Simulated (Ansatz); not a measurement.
MgH2 (rutile), energy over volume and axial ratio

MgH2 (rutile)

Space group P4₂/mnm (No. 136); a = b = 4.5173 Å, c = 3.0129 Å, α = β = γ = 90.00°

```json
[
 {"atom": "Mg", "site": "2a", "symmetry": "m.mm", "x": "0.0000", "y": "0.0000", "z": "0.0000"},
 {"atom": "H", "site": "4f", "symmetry": "m.2m", "x": "0.3044", "y": "0.3044", "z": "0.0000"}
]
```

The relaxed cell is deformed in two ways at once: its volume V is scaled, and at that volume it is stretched along z (the c axis of the conventional cell) so that c/a changes. Fractional atomic positions are held.

Level of theory: PBE (plane waves to 420 eV, PAW, scalar-relativistic; Ansatz, an electronic-structure program). k mesh 7×7×11 (Γ-centred), Fermi-Dirac smearing 0.05 eV. Energies are smeared free energies. Compression counts positive. As the atoms are clamped, bonds stretch with the cell, which overstates energies and stresses. MgH2 was relaxed with its symmetry unable to fall. ΔE is measured from the relaxed starting cell.

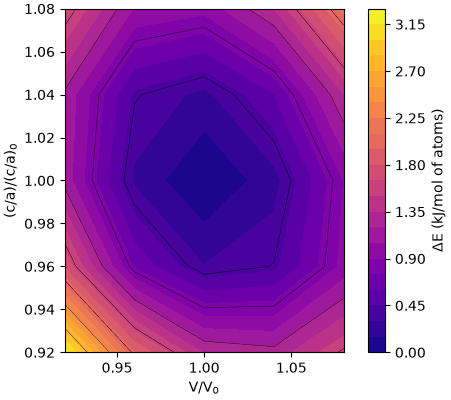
Figure: ΔE (kJ/mol of atoms) over the 5×5 grid of computed points.

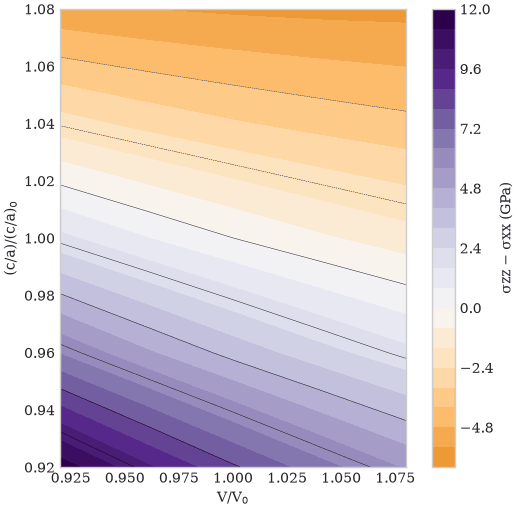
*σzz − σxx (GPa) over the 5×5 grid of computed points.*

The modulus against c/a change at fixed volume, (3/4V)·∂²E/∂(ln c/a)² (fit, atoms clamped) is 43 GPa, an upper bound as the atoms could relax. Lowest place on the grid: V/V₀ = 1.000, (c/a)/(c/a)₀ = 1.000 (0.0 meV/atom). Highest place on the grid: V/V₀ = 0.920, (c/a)/(c/a)₀ = 0.920 (33.2 meV/atom).

Near the relaxed cell σzz − σxx = −2Cδ (compression positive), C being this modulus and δ the logarithm of the ratio.

(Under strain, the slope of the energy per volume gives the stress and its curvature an elastic modulus.)
